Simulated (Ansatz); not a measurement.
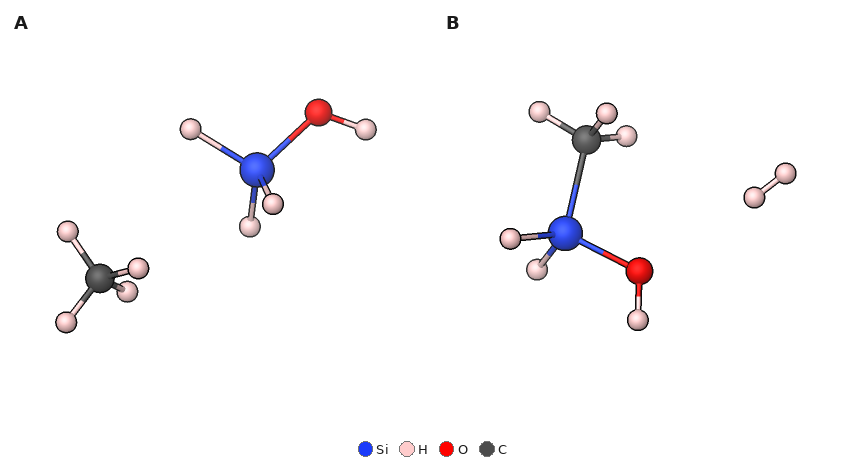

2 stationary structures of one formula. Geometries: PBE0-D4/def2-TZVP. Electronic energies: CCSD(T)/CBS (MP2 limit from def2-TZVPP and def2-QZVPP plus CCSD(T) − MP2) (Ansatz 0.2.0), without zero-point energy. No frequency run is at hand to confirm each as a minimum. Each is one conformer, not always the lowest.

Rank them by energy, lowest first.

A is lowest; B lies 19.2 kJ/mol above it (a minimum).

Give E(B) − E(A) in kJ/mol at these levels too: B97M-V/def2-TZVPP; ωB97X-V/def2-TZVPP; RHF-CCSD(T) (frozen core)/def2-TZVPP; BHLYP-D4/def2-TZVPP; SPW92 (LDA)/def2-SVP; CCSD(T)/CBS (MP2 limit from def2-TZVPP and def2-QZVPP plus CCSD(T) − MP2); B2PLYP (frozen core)/def2-TZVPP; RHF/STO-3G.

| level | E(B) − E(A) (kJ/mol) |
| --- | --- |
| B97M-V/def2-TZVPP | +21.1 |
| ωB97X-V/def2-TZVPP | +20.2 |
| RHF-CCSD(T) (frozen core)/def2-TZVPP | +21.2 |
| BHLYP-D4/def2-TZVPP | +25.1 |
| SPW92 (LDA)/def2-SVP | +13.2 |
| CCSD(T)/CBS (MP2 limit from def2-TZVPP and def2-QZVPP plus CCSD(T) − MP2) | +19.2 |
| B2PLYP (frozen core)/def2-TZVPP | +22.8 |
| RHF/STO-3G | +28.3 |
